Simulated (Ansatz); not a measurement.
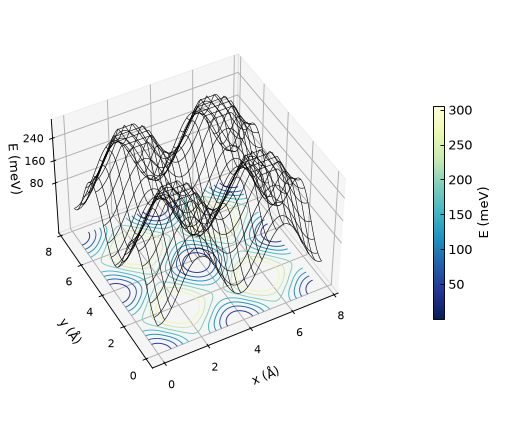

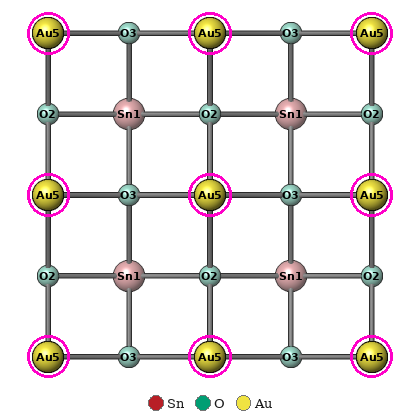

Energy landscape of Au on a two-dimensional sheet of SnO (4 atoms of substrate and one adsorbate in a 1 × 1 cell). Au is moved over the surface cell at a fixed height above a rigid substrate; the origin of the map has the adsorbate above Sn4; the height is held at 3.00 Å. Places are given modulo a cell vector. The map is drawn in real space over the plane of the surface. The grid has 8 × 8 points; 15 points were computed and 49 follow by symmetry. All energies are given in meV relative to the lowest grid point. With one adsorbate in each 1 × 1 cell, its nearest image is 3.8 Å away, so neighbouring adsorbates interact. At a fixed height the lowest place need not be the adsorption site. All numbers below come from DFT PBE+D3(BJ), scalar-relativistic, plane waves, PAW (Ansatz). Settings: cutoff 420 eV, k-mesh 7×7×1, gaussian smearing 0.05 eV, spin-polarised.

In the figure: a relief with its contours projected below, any walls above the top of the colour scale cut off. Between grid points the surface is interpolated. The second picture is the structure at the lowest point; rings mark the moved atoms.

**Summarise what can be read from the map.**

The lowest grid point is at the top site over a surface Sn atom, (0/8, 0/8) of the cell vectors. No other kind of well shows on this grid. The highest grid point, a fourfold hollow over a third-layer Sn atom, (4/8, 4/8) of the cell vectors, lies 367 meV above the lowest. On the interpolated surface the easiest way out of the lowest well to its copy in the next cell or period passes a barrier of about 191 meV.

The values on the grid:

```
second ↓, first →  0/8  1/8  2/8  3/8  4/8  5/8  6/8  7/8
              7/8   27   54  119  188  215  188  119   54
              6/8   93  119  186  249  275  249  186  119
              5/8  163  188  249  317  341  317  249  188
              4/8  191  215  275  341  367  341  275  215
              3/8  163  188  249  317  341  317  249  188
              2/8   93  119  186  249  275  249  186  119
              1/8   27   54  119  188  215  188  119   54
              0/8    0   27   93  163  191  163   93   27
```

Time for the 15 points that were run: 15 min on 1 thread of AMD EPYC 7R43 64-Core Processor (Zen 3) (shared host).

PAW datasets: the set soft_1.
